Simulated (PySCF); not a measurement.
System: Al$_{2}$ (charge +1, doublet).

```xyz
2

Al    0.0000    0.0000   -1.6215
Al    0.0000    0.0000    1.6215
```

All numbers below come from PBE0/def2-TZVP, non-relativistic Hamiltonian with scalar-relativistic core potentials where named, at a bond length of 3.243 Å (PySCF 2.14.0).

**What will maps of the electron density, electron localisation function and spin density show?**

Al–Al (3.24 Å): the density is about 0.18 e/Å³ at the midpoint; the ELF peaks at about 0.95 between the atoms.
The unpaired spin (1 electron) lies mostly on Al1 (about 0.5) and Al2 (about 0.5), in electrons by Hirshfeld's partition.

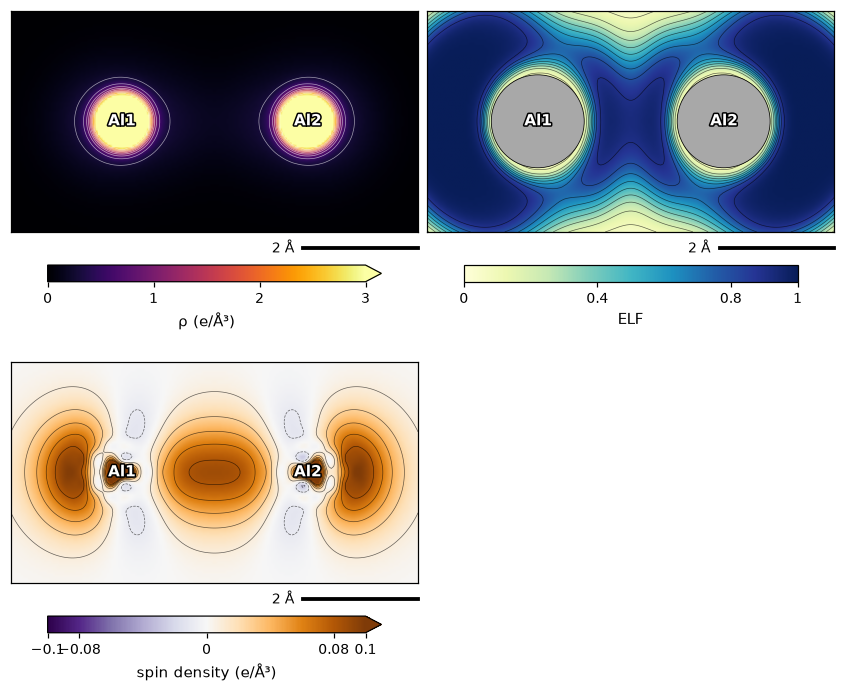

Computed electron density, electron localisation function and spin density on a plane that holds the molecular axis, in this order. Grey discs cover the atomic cores in the ELF map. 
